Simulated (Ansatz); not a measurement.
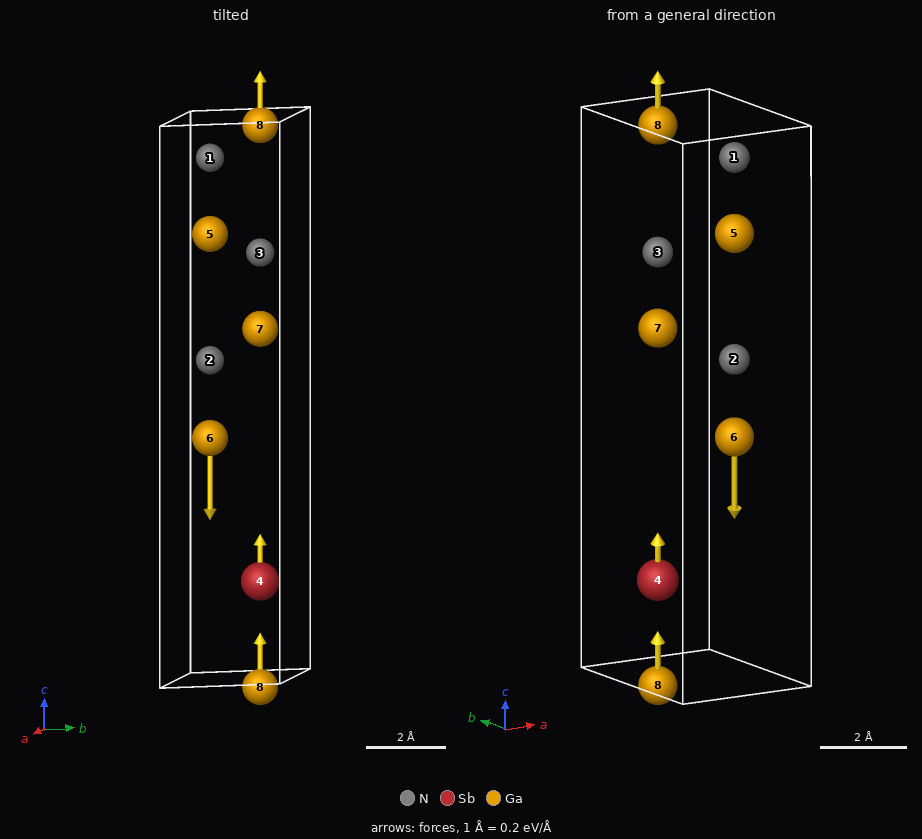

Drawn in the spheres-only manner and seen slightly off an axis and from a general direction. The frame is the simulation cell; atoms at its boundary are shown with their periodic copies. The arrows are the computed forces on the atoms.

System: Ga4SbN3. Setup: DFT, PBE, plane waves, PAW (Ansatz 0.2.0); a cutoff energy of 420 eV, a 12×12×2 k-point grid, Fermi-Dirac smearing of 0.02 eV, no spin polarisation.

Question: Is the structure at a minimum of the energy?

Answer: No. The atoms still feel forces of up to about 0.34 eV/Å, far above a usual threshold of 0.01 to 0.03 eV/Å.

Question: Find the atom with the largest force.

Answer: Ga6, about 0.34 eV/Å.

The starting point was a structure type filled with these elements by a generator (whether the compound takes this form wasn't checked). Earlier steps of the study may have refined or changed the cell and positions. Ansatz was used for an electronic-structure calculation on it.
